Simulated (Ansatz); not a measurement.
## Electronic structure of FH$_{4}$NSi···OH (doublet) in real space

The calculation's input:

```
crystal:
  periodic: [false, false, false]
  atoms:
    - { symbol: Si, position_ang: [0.0, 0.0, 0.0] }
    - { symbol: H, position_ang: [0.0, 0.0, 1.71] }
    - { symbol: "N", position_ang: [1.7163, 0.0, -0.6061] }
    - { symbol: H, position_ang: [2.2145, -0.918, -0.7868] }
    - { symbol: H, position_ang: [2.2175, 0.918, -0.7783] }
    - { symbol: H, position_ang: [-0.6877, 1.1914, -0.4862] }
    - { symbol: F, position_ang: [-0.7489, -1.2974, -0.5295] }
    - { symbol: O, position_ang: [0.0, 0.0, 3.02] }
    - { symbol: H, position_ang: [-0.5144, -0.8011, 3.3571] }
magnetization:
  spin_polarized: true
  initial_magnetization: 1
basis:
  gaussian: { orbitals: def2-SVP }
hamiltonian:
  xc: pbe0
relax:
  f_tol: 0.15
  max_steps: 25
  restrain:
    - { distance: [1, 7], at: 2.21, k: 30.0 }
    - { distance: [0, 1], at: 1.46, k: 30.0 }
output:
  orbitals: {}
```

Launched as:

```sh
ansatz run input.yaml --threads 2 --pin off --max-ram 3072MiB --backend cpu --events-out ev --progress --plain --runs-dir out
```

The fields are those of the run's last geometry, not of the input's.

Level of theory: Ansatz 0.2.0, UKS PBE0/def2-SVP.

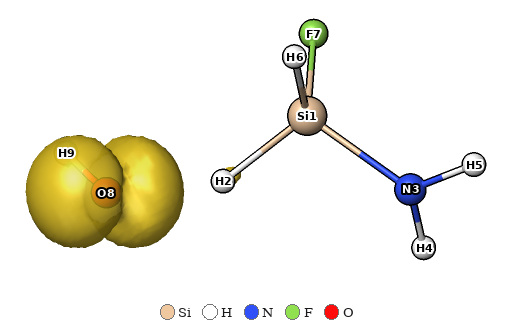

Figure 1. Isosurfaces of the spin density at +0.05 (yellow) and −0.05 e/Å³ (cyan), seen at a tilt.

Q: Describe the spin distribution.

A: The unpaired spin (1 electron) lies mostly on O8 (about 0.9), in electrons by Hirshfeld's partition.

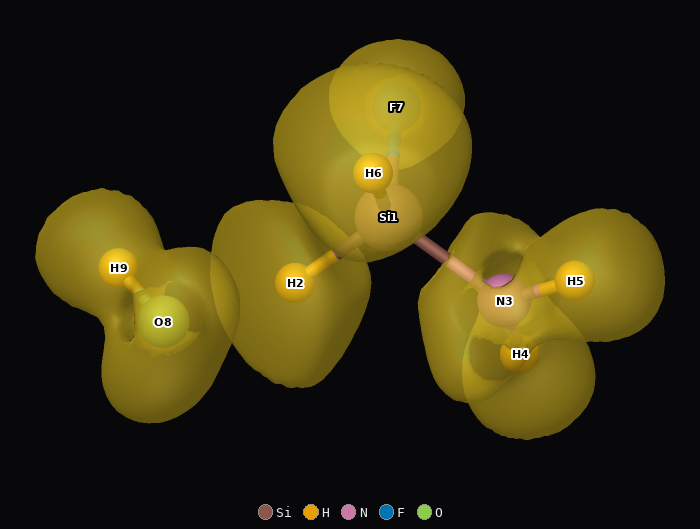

Figure 2. Isosurface of the electron localisation function at 0.75 (yellow), seen at an oblique angle. Only the valence region is drawn (cores and ρ < 0.01 e/Å³ removed).

Q: Where are the electrons localised?

A: At this value the surface marks out two regions around hydrogen nuclei, one region wrapped around F (its lone pairs, merged into a ring or cap), one joined region spread over several atoms (H, N), in which their bonds and any lone pairs are merged and one joined region spread over several atoms (H, O), in which their bonds and any lone pairs are merged.


O8···H2 (2.21 Å): the ELF dips to about 0.05 between them. Si–F (1.63 Å): the ELF peaks at about 0.85 in the valence shell of F, 0.6 Å from its nucleus, and is about 0.50 at the midpoint.

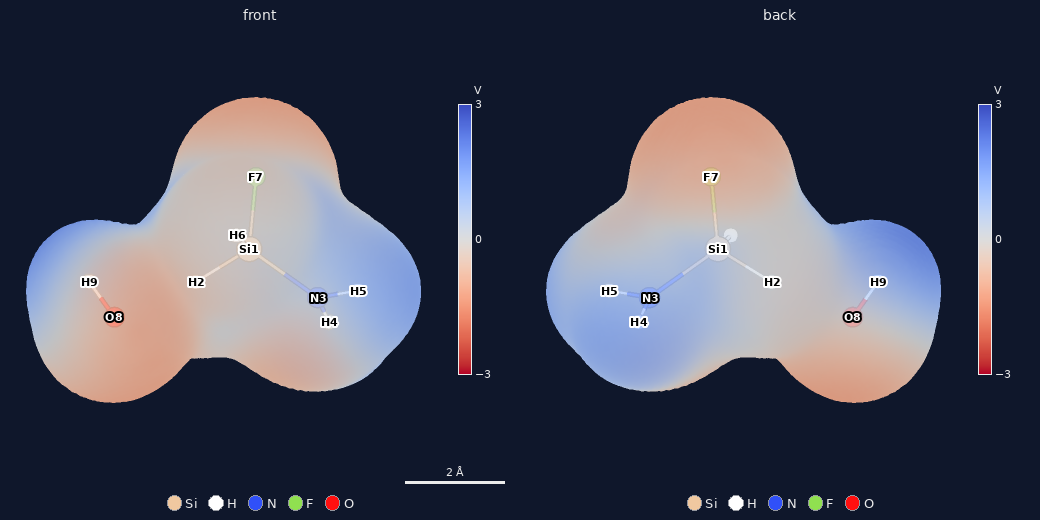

Figure 3. The electrostatic potential painted on the density surface at 0.001 e/bohr³, seen from the front and from behind; the colour scale runs from red (negative) to blue (positive).

Q: Where is the surface potential most negative and most positive?

A: The most negative region (about −1.2 V) lies over F7 and O8, the most positive (about +2.0 V) over H9.
